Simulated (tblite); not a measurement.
Geometry relaxation of C$_{4}$H$_{7}$FOSi

- system: C$_{4}$H$_{7}$FOSi, SMILES CO[Si@@H]1CC=C1F
- method: GFN2-xTB geometry optimisation, gas phase (tblite 0.8.0)

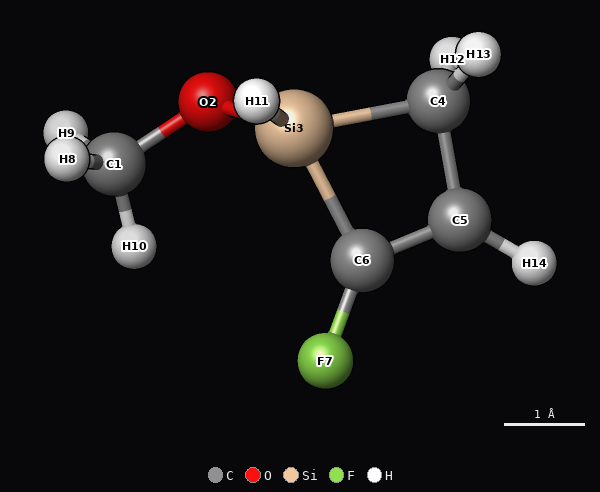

The starting structure (ball-and-stick view, seen at a tilt; atoms are numbered from 1 in the order of the input).

Input
```
{"job": {"kind": "relax", "xc": "GFN2-xTB", "basis": "xTB"}, "charge": 0, "multiplicity": 1}
C      2.431200    -0.117900     0.189300
O      1.196700    -0.721600     0.566200
Si    -0.175200     0.180100     0.536700
C     -1.794400    -0.708900     0.159900
C     -1.863200     0.015600    -1.179200
C     -0.738400     0.762200    -1.156200
F     -0.193100     1.629700    -2.038500
H      2.666100     0.746700     0.835400
H      3.227900    -0.855900     0.307000
H      2.395000     0.191700    -0.857000
H     -0.238100     1.223700     1.590000
H     -1.694300    -1.807800     0.112200
H     -2.604800    -0.483400     0.881800
H     -2.616100    -0.054600    -1.974700
```

The first line tells a small driver script what to run in tblite; the rest is the geometry in Å.

Hardware: 1 CPU thread, shared host.

Launch command:
```bash
OMP_NUM_THREADS=1 python <driver script> task.json out
```

The program's output
```
step      E/eV     max force
  0    -615.73448    1.186
  1    -615.78772    0.580
  2    -615.81619    0.550
  3    -615.84574    0.423
  4    -615.86585    0.388
  5    -615.88194    0.298
  6    -615.89140    0.255
  7    -615.89695    0.150
  8    -615.89941    0.123
  9    -615.90123    0.113
 10    -615.90338    0.168
 11    -615.90634    0.190
 12    -615.90981    0.219
 13    -615.91279    0.197
 14    -615.91485    0.142
 15    -615.91660    0.114
 16    -615.91843    0.110
 17    -615.92024    0.135
 18    -615.92204    0.125
 19    -615.92412    0.143
 20    -615.92719    0.183
 21    -615.93200    0.184
 22    -615.93777    0.194
 23    -615.94184    0.182
 24    -615.94465    0.156
 25    -615.94722    0.137
 26    -615.94909    0.117
 27    -615.95024    0.078
 28    -615.95084    0.055
 29    -615.95119    0.060
 30    -615.95156    0.066
 31    -615.95213    0.071
 32    -615.95308    0.087
 33    -615.95434    0.078
 34    -615.95554    0.070
 35    -615.95636    0.070
 36    -615.95690    0.062
 37    -615.95739    0.053
 38    -615.95791    0.046
 39    -615.95830    0.048
 40    -615.95854    0.053
 41    -615.95874    0.051
 42    -615.95898    0.047
 43    -615.95932    0.052
 44    -615.95970    0.050
 45    -615.96006    0.045
 46    -615.96041    0.045
 47    -615.96080    0.047
 48    -615.96128    0.061
 49    -615.96179    0.065
 50    -615.96233    0.064
 51    -615.96300    0.079
 52    -615.96397    0.079
 53    -615.96522    0.087
 54    -615.96633    0.077
 55    -615.96704    0.069
 56    -615.96746    0.071
 57    -615.96776    0.085
 58    -615.96815    0.067
 59    -615.96863    0.036
 60    -615.96895    0.036
 61    -615.96922    0.045
 62    -615.96945    0.037
 63    -615.96963    0.024
 64    -615.96971    0.017
 65    -615.96975    0.011
 66    -615.96978    0.011
 67    -615.96980    0.010
 68    -615.96982    0.009
```

Trajectory as extended XYZ (Å, eV, eV/Å), 7 of the 69 frames kept, from step=0 to step=68
```
14
Properties=species:S:1:pos:R:3:forces:R:3 step=0 energy=-615.73448
C     2.4312   -0.1179    0.1893   -0.0100  -0.1380   0.3130
O     1.1967   -0.7216    0.5662   -0.0030   0.7280  -0.0870
Si   -0.1752    0.1801    0.5367    0.8840   0.2920   0.7340
C    -1.7944   -0.7089    0.1599   -0.4600  -0.6030   0.2140
C    -1.8632    0.0156   -1.1792    0.4450   0.4900  -0.3610
C    -0.7384    0.7622   -1.1562   -0.4620  -0.4190   0.1890
F    -0.1931    1.6297   -2.0385   -0.4690  -0.1240  -0.3130
H     2.6661    0.7467    0.8354   -0.1910  -0.2950  -0.3120
H     3.2279   -0.8559    0.3070   -0.1640  -0.0520   0.0340
H     2.3950    0.1917   -0.8570   -0.0140   0.0950   0.1250
H    -0.2381    1.2237    1.5900    0.1490  -0.2920  -0.2070
H    -1.6943   -1.8078    0.1122   -0.3120   0.5080  -0.2640
H    -2.6048   -0.4834    0.8818    0.2830  -0.1080  -0.6930
H    -2.6161   -0.0546   -1.9747    0.3240  -0.0820   0.6290
14
Properties=species:S:1:pos:R:3:forces:R:3 step=11 energy=-615.90634
C     2.4448   -0.1246    0.2068    0.0680  -0.0230  -0.0220
O     1.2061   -0.6630    0.5918   -0.0650   0.0570   0.0460
Si   -0.1538    0.2171    0.5770   -0.1380   0.0030  -0.1310
C    -1.7792   -0.7237    0.1562    0.1010   0.0590   0.0060
C    -1.8301    0.0157   -1.1596   -0.0260   0.0130   0.0120
C    -0.7367    0.7756   -1.1459   -0.0150   0.0340   0.0210
F    -0.3220    1.6230   -2.1235   -0.0880  -0.0530   0.0910
H     2.7045    0.7352    0.8232    0.0190   0.0350   0.0470
H     3.2015   -0.8931    0.3234    0.0740  -0.1460   0.0550
H     2.4153    0.1898   -0.8359    0.0000   0.0390  -0.0530
H    -0.1827    1.2246    1.6348    0.0180  -0.0130  -0.0090
H    -1.7400   -1.8045    0.0311    0.0300   0.0660   0.0290
H    -2.6284   -0.4897    0.7973    0.0490  -0.0470  -0.0390
H    -2.6000   -0.0827   -1.9038   -0.0280  -0.0250  -0.0520
14
Properties=species:S:1:pos:R:3:forces:R:3 step=23 energy=-615.94184
C     2.4959   -0.1761    0.2453    0.0530  -0.0020  -0.0300
O     1.1838   -0.5495    0.5635   -0.0040   0.0160  -0.0630
Si   -0.1753    0.3201    0.5243    0.0100   0.1060   0.0080
C    -1.7362   -0.7248    0.1400    0.0180  -0.0110   0.0190
C    -1.8747    0.0047   -1.1742   -0.0140  -0.0210   0.0200
C    -0.8564    0.8632   -1.1652   -0.0090  -0.0700  -0.0880
F    -0.5435    1.7452   -2.1452   -0.0040   0.0440   0.0180
H     2.8513    0.6465    0.8666   -0.0740  -0.0170   0.1650
H     3.1207   -1.0521    0.4014    0.1110  -0.0350   0.0200
H     2.5788    0.1463   -0.7927   -0.0950  -0.0570  -0.0970
H    -0.2133    1.2965    1.6048   -0.0050   0.0790   0.0150
H    -1.5982   -1.7976    0.0263   -0.0590   0.0130  -0.0160
H    -2.5925   -0.5558    0.7910    0.0430  -0.0750  -0.0060
H    -2.6409   -0.1671   -1.9131    0.0300   0.0310   0.0340
14
Properties=species:S:1:pos:R:3:forces:R:3 step=34 energy=-615.95554
C     2.5033   -0.2119    0.2681    0.0340   0.0420   0.0270
O     1.1642   -0.5317    0.5196   -0.0410  -0.0150  -0.0550
Si   -0.1704    0.3772    0.4931    0.0470   0.0080   0.0000
C    -1.6936   -0.7286    0.1336   -0.0170  -0.0200   0.0220
C    -1.8931    0.0044   -1.1686   -0.0240  -0.0070   0.0110
C    -0.9060    0.8962   -1.1829    0.0550  -0.0110  -0.0060
F    -0.6611    1.8049   -2.1559    0.0230   0.0530  -0.0350
H     2.8433    0.5797    0.9365    0.0210   0.0430   0.0290
H     3.1034   -1.1055    0.4356   -0.0200  -0.0500   0.0330
H     2.6384    0.1159   -0.7637   -0.0420   0.0280  -0.0180
H    -0.2031    1.3912    1.5455    0.0290  -0.0330  -0.0390
H    -1.5199   -1.7927   -0.0024    0.0090  -0.0290   0.0060
H    -2.5391   -0.6132    0.8061   -0.0380  -0.0140   0.0190
H    -2.6671   -0.1862   -1.8918   -0.0350   0.0050   0.0060
14
Properties=species:S:1:pos:R:3:forces:R:3 step=45 energy=-615.96006
C     2.5013   -0.2113    0.2836    0.0230  -0.0070   0.0190
O     1.1596   -0.5530    0.4899    0.0110   0.0180  -0.0400
Si   -0.1598    0.3756    0.4680   -0.0160  -0.0250   0.0120
C    -1.6887   -0.7314    0.1313   -0.0100  -0.0050   0.0040
C    -1.9099    0.0095   -1.1637   -0.0110   0.0300   0.0000
C    -0.9121    0.8902   -1.2000    0.0150   0.0150   0.0110
F    -0.6751    1.8087   -2.1675   -0.0180  -0.0190  -0.0200
H     2.8162    0.5728    0.9743   -0.0060   0.0190   0.0070
H     3.0977   -1.1059    0.4589    0.0360  -0.0140  -0.0170
H     2.6545    0.1365   -0.7404    0.0050  -0.0090   0.0320
H    -0.1429    1.4049    1.5030   -0.0160  -0.0130  -0.0100
H    -1.5011   -1.7927   -0.0134    0.0030  -0.0170  -0.0160
H    -2.5308   -0.6383    0.8117   -0.0080   0.0310   0.0290
H    -2.7095   -0.1660   -1.8628   -0.0080  -0.0050  -0.0100
14
Properties=species:S:1:pos:R:3:forces:R:3 step=57 energy=-615.96776
C     2.5455   -0.2075    0.3228   -0.0140   0.0020  -0.0090
O     1.1925   -0.5714    0.3648    0.0540   0.0220   0.0100
Si   -0.1331    0.3476    0.3934   -0.0310  -0.0130  -0.0040
C    -1.6998   -0.7282    0.1312   -0.0300  -0.0100  -0.0550
C    -1.9765    0.0347   -1.1418   -0.0020  -0.0230   0.0040
C    -0.9514    0.8797   -1.2359   -0.0340  -0.0210  -0.0430
F    -0.7416    1.7777   -2.2282    0.0010   0.0200   0.0030
H     2.7738    0.5441    1.0814   -0.0210  -0.0040  -0.0140
H     3.1369   -1.1028    0.5143   -0.0020  -0.0100  -0.0070
H     2.8033    0.1932   -0.6608   -0.0230  -0.0120   0.0420
H    -0.0941    1.3769    1.4266    0.0020   0.0000   0.0220
H    -1.5326   -1.7880   -0.0518   -0.0090   0.0080   0.0210
H    -2.5067   -0.6417    0.8578    0.0770   0.0280  -0.0210
H    -2.8168   -0.1150   -1.8010    0.0300   0.0120   0.0500
14
Properties=species:S:1:pos:R:3:forces:R:3 step=68 energy=-615.96982
C     2.5556   -0.2092    0.3387    0.0010   0.0000  -0.0010
O     1.2036   -0.5722    0.3357    0.0070  -0.0020   0.0010
Si   -0.1235    0.3435    0.3614    0.0010  -0.0070   0.0060
C    -1.6917   -0.7307    0.1218    0.0000   0.0020   0.0010
C    -1.9925    0.0363   -1.1406    0.0000   0.0020  -0.0040
C    -0.9662    0.8768   -1.2567    0.0020  -0.0010  -0.0020
F    -0.7773    1.7842   -2.2443   -0.0040   0.0070  -0.0020
H     2.7599    0.5311    1.1148   -0.0010  -0.0070  -0.0040
H     3.1406   -1.1087    0.5313    0.0050   0.0020   0.0020
H     2.8401    0.2069   -0.6296   -0.0020   0.0030   0.0040
H    -0.0834    1.3659    1.4031   -0.0010   0.0030  -0.0040
H    -1.5400   -1.7924   -0.0589   -0.0010   0.0000   0.0070
H    -2.4740   -0.6298    0.8703   -0.0050   0.0000  -0.0030
H    -2.8520   -0.1022   -1.7742   -0.0020  -0.0010  -0.0010
```

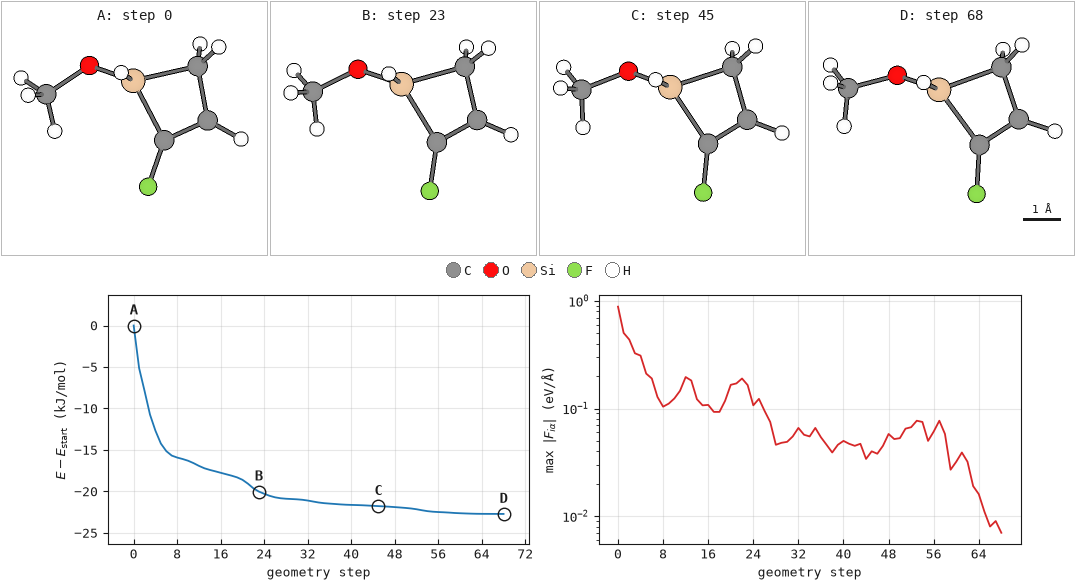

Frames of the relaxation (ball-and-stick view, seen on its broad side) above the curves, on which the letters mark them (steps are counted from 0).

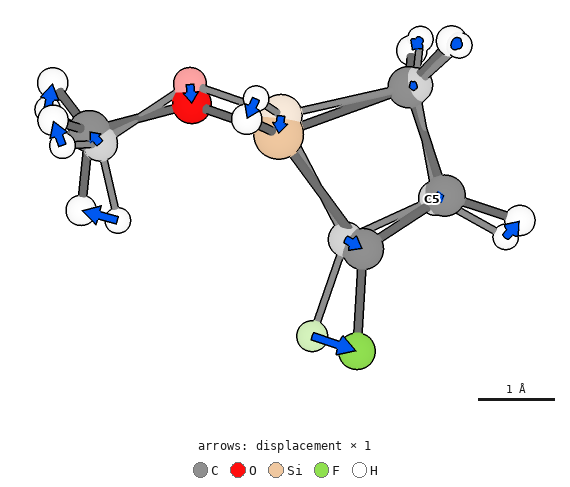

Start (faint) and end (solid) with the displacements as blue arrows, at true length (ball-and-stick view, seen on its broad side). The two geometries are laid on each other by the best rigid fit. The atom that moves furthest after the best rigid fit is F7 (0.63 Å). By element the largest moves are F 0.63 Å, H 0.50 Å, C 0.27 Å, O 0.27 Å, Si 0.25 Å. Among the contacts that change: Si3–C4 1.885 → 1.916 Å, O2–Si3 1.642 → 1.613 Å, C1–O2 1.425 → 1.400 Å, Si3–C6 1.877 → 1.901 Å. Among the angles that change: C1–O2–Si3 119.1° → 130.4°, O2–Si3–C4 117.5° → 110.7°, Si3–C6–F7 131.8° → 138.3°. Over 68 geometry steps the energy falls by 22.7 kJ/mol. Largest force component: 0.88 eV/Å at the start, 0.007 eV/Å at the end. (Atoms are counted from 1 in the order of the input.)

Results in brief

- outcome: converged
- total energy: −615.9698 eV
- wall time: 0.64 s
- peak memory: 0.18 GiB
